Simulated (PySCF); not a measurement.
# SiH4S2O (SMILES O[SiH2]SS) at 5 levels

Wanted: a comparison of 5 runs (B3LYP/6-31G*, PBE/6-31G**, CAM-B3LYP/def2-TZVP, TPSSh/pcseg-2, MP2/STO-3G) of SiH4S2O. Input form: a Python script.

Program for the calculation: PySCF 2.14.0.

## (1) The system as given

SiH4S2O: 8 atoms, total charge 0, spin state singlet. SMILES: `O[SiH2]SS`. The shape is that of a PBE0-D4/def2-TZVP optimisation. This is one conformer, not always the lowest.

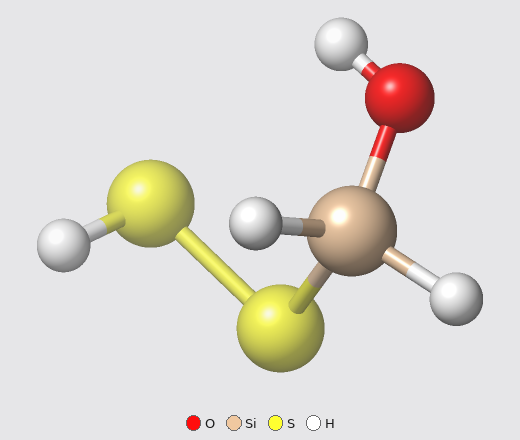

The structure, seen from a chosen angle (oxygen red, silicon light orange, sulfur yellow, hydrogen white).

## (2) Energy and forces at B3LYP/6-31G(d) (Cartesian functions) (run 1)

Input file run.py:

```python
# O[SiH2]SS
from pyscf import gto, dft

system = gto.M(
    atom='''
O        0.267700       1.142800      -1.342000
Si       0.928500       0.284000      -0.115400
S        0.155000      -1.713700       0.018200
S       -1.811500      -1.128300       0.276200
H       -0.681500       1.279900      -1.299000
H        0.669200       0.936800       1.192300
H        2.374700       0.159000      -0.404700
H       -1.810000      -1.017500       1.618400
''',
    max_memory=1860,
    basis='6-31g*',
    verbose=4,
    cart=True,
)

ks = dft.RKS(system)
ks.xc = 'b3lyp'
ks.conv_tol = 1e-10
ks.grids.level = 5
ks.kernel()
if not ks.converged:
    ks = ks.newton().run(ks.mo_coeff, ks.mo_occ)

e_final = ks.e_tot
print('Final energy', e_final)
grad = ks.nuc_grad_method().kernel()
ks.analyze()
```

Launch:

```sh
$ OMP_NUM_THREADS=1 python run.py
```

Standard output:

```text
PySCF version 2.14.0

[... 104 lines left out ...]
MO #3   energy= -66.176114995301   occ= 2
[... 10 lines left out ...]
MO #14  energy= -3.68287521495386  occ= 2
[... 10 lines left out ...]
MO #25  energy= -0.362889976186839 occ= 2
[... 10 lines left out ...]
MO #36  energy= 0.125016051519344  occ= 0
[... 10 lines left out ...]
MO #47  energy= 0.464401311168523  occ= 0
[... 10 lines left out ...]
MO #58  energy= 0.793388700908009  occ= 0
[... 10 lines left out ...]
MO #69  energy= 1.19365558862169   occ= 0
[... 10 lines left out ...]
MO #80  energy= 3.91617716151542   occ= 0
[... 91 lines left out ...]
Dipole moment(X, Y, Z, Debye): -0.81210,  1.10325,  1.50051
```

Wall time 33 s (1 thread of Intel Xeon at 2.70GHz, shared host); peak memory 0.79 GiB.

## (3) Energy and gradient at PBE/6-31G(d,p) (spherical functions) (run 2)

Input file run.py:

```python
# O[SiH2]SS
import pyscf.grad
from pyscf import gto, dft

mol = gto.M(
    atom='''
O        0.267700       1.142800      -1.342000
Si       0.928500       0.284000      -0.115400
S        0.155000      -1.713700       0.018200
S       -1.811500      -1.128300       0.276200
H       -0.681500       1.279900      -1.299000
H        0.669200       0.936800       1.192300
H        2.374700       0.159000      -0.404700
H       -1.810000      -1.017500       1.618400
''',
    verbose=4,
    max_memory=1860,
    charge=0,
    basis='6-31g**',
)

mf = dft.RKS(mol)
mf.xc = 'pbe'
mf.grids.level = 5
mf.conv_tol = 1e-10
mf.kernel()
if not mf.converged:
    mf = mf.newton().run(mf.mo_coeff, mf.mo_occ)

energy = mf.e_tot
print('E = %.10f Eh' % energy)
grad = mf.Gradients().kernel()
dip = mf.dip_moment()
pop, q = mf.mulliken_pop()
```

Launch:

```sh
$ OMP_NUM_THREADS=1 python run.py
```

Standard output:

```text
PySCF version 2.14.0

[... 83 lines left out ...]
converged SCF energy = -1162.92414778972
[... 13 lines left out ...]
Dipole moment(X, Y, Z, Debye): -0.82830,  1.13611,  1.41693
[... 97 lines left out ...]
charge of    7H =      0.11270
```

Run time: 39 s. Hardware: 1 thread of Intel Xeon at 2.70GHz, shared host; peak memory 0.86 GiB.

Runs 3 to 4 aren't shown in full; the table further down has their settings and results.

## (4) Energy and gradient at MP2/STO-3G (run 5)

Input file calc.py:

```python
from pyscf import gto, mp

mol = gto.M(
    atom='''
O    0.267700   1.142800  -1.342000
Si   0.928500   0.284000  -0.115400
S    0.155000  -1.713700   0.018200
S   -1.811500  -1.128300   0.276200
H   -0.681500   1.279900  -1.299000
H    0.669200   0.936800   1.192300
H    2.374700   0.159000  -0.404700
H   -1.810000  -1.017500   1.618400
''',
    basis='sto-3g',
    charge=0,
    verbose=4,
    max_memory=1860,
)

mf = mol.RHF()
mf.conv_tol = 1e-10
mf.kernel()
if not mf.converged:
    mf = mf.newton().run(mf.mo_coeff, mf.mo_occ)

pt = mp.MP2(mf, frozen=16).run()
energy = pt.e_tot
print('E = %.10f Eh' % energy)
grad = pt.nuc_grad_method().kernel()
dip = mf.dip_moment()
pop, q = mf.mulliken_pop()
```

Launch:

```sh
$ OMP_NUM_THREADS=1 python calc.py
```

Standard output:

```text
PySCF version 2.14.0

[... 62 lines left out ...]
converged SCF energy = -1148.14499674631
[... 17 lines left out ...]
Dipole moment(X, Y, Z, Debye): -0.17992,  0.83473,  1.44278
[... 45 lines left out ...]
charge of    7H =     -0.03778
```

Wall time 2.5 s (1 thread of Intel Xeon at 2.70GHz, shared host); peak memory 0.13 GiB.

## (5) All runs side by side

| run | level | Cartesian functions | integration grid | energy (Eh) | dipole moment (D) of the reference | HOMO energy (eV) | LUMO energy (eV) | wall time |
| --- | --- | --- | --- | --- | --- | --- | --- | --- |
| 1 | B3LYP/6-31G* (Cartesian functions) | yes | 5 | -1163.554606 | 2.03 | -7.15 | -1.46 | 33 s |
| 2 | PBE/6-31G** (spherical functions) | no | 5 | -1162.924148 | 2.00 | -6.17 | -2.23 | 39 s |
| 3 | CAM-B3LYP/def2-TZVP | no | 5 | -1163.651251 | 1.77 | -8.71 | -0.15 | 3.6 min |
| 4 | TPSSh/pcseg-2 | no | 5 | -1163.718432 | 1.79 | -6.86 | -1.82 | 4 min |
| 5 | MP2/STO-3G | no | – | -1148.260516 | 1.68 | -6.88 | 9.04 | 2.5 s |

## (6) Summary of results

| quantity | value |
| --- | --- |
| run 5: total energy | -1148.26052 Eh |
| run 5: dipole moment (Hartree–Fock density) | 1.68 D |
| run 5: HOMO energy (Hartree–Fock orbitals) | -6.88 eV |
| run 5: LUMO energy (Hartree–Fock orbitals) | 9.04 eV |
| run 5: HOMO–LUMO gap (Hartree–Fock orbitals) | 15.92 eV |
| run 5: correlation energy (16 core orbitals frozen) | -115.5 mEh |
| run 5: largest force on an atom | 3.372 eV/Å |

What this shows: Over runs 1, 2, 3, 4 the dipole moment (its size) runs from 1.77 D (CAM-B3LYP/def2-TZVP) to 2.03 D (B3LYP/6-31G*). The two ends differ in method and basis. Over runs 1, 2, 3, 4 the HOMO–LUMO gap runs from 3.94 eV (PBE/6-31G**) to 8.56 eV (CAM-B3LYP/def2-TZVP). Totals of different functionals can't be ranked against each other. In run 5 the basis is minimal, so the values are rough. All runs together took 8.9 min, the longest 4 min.
